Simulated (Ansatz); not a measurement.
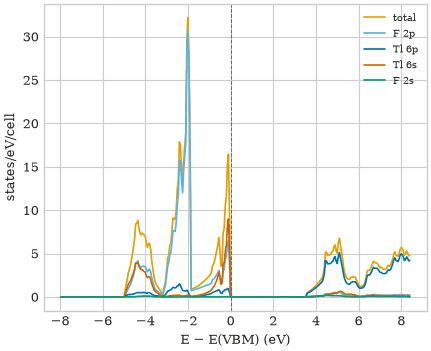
Fig. 1. Total and projected density of states of TlF in space group Pbcm (No. 57; Tl on 4d, F on 4d), r²SCAN+D4 (plane waves, PAW; program Ansatz)

Task: Which orbitals carry the states next to the gap?

Result: Top 1 eV of the valence band: Tl 6s 46 %, F 2p 43 %, Tl 6p 9 %. Bottom 1 eV of the conduction band: Tl 6p 81 %, F 2p 6 %, F 2s 5 %. Projections are on Löwdin-orthogonalised atomic valence shells; empty p or d shells of many metals are not among them.

Task: Where is the tallest occupied peak in this window, and what makes it?

Result: Near -2.0 eV, about 32 states/eV per cell; the largest projected share is F 2p.

The workflow started from a Materials Project entry (that database holds measured and hypothetical structures alike); the Crystallography Open Database files this formula in space group No. 57, but the cells were not matched. Whether it is the stable phase at ambient conditions was not checked. Symmetry was held in the r²SCAN+D4 relaxation; its stability against distortions is not shown here. Scalar-relativistic: spin–orbit coupling is off unless named, which matters more the heavier the elements.

Potentials: the earlier of the program's two PAW sets.
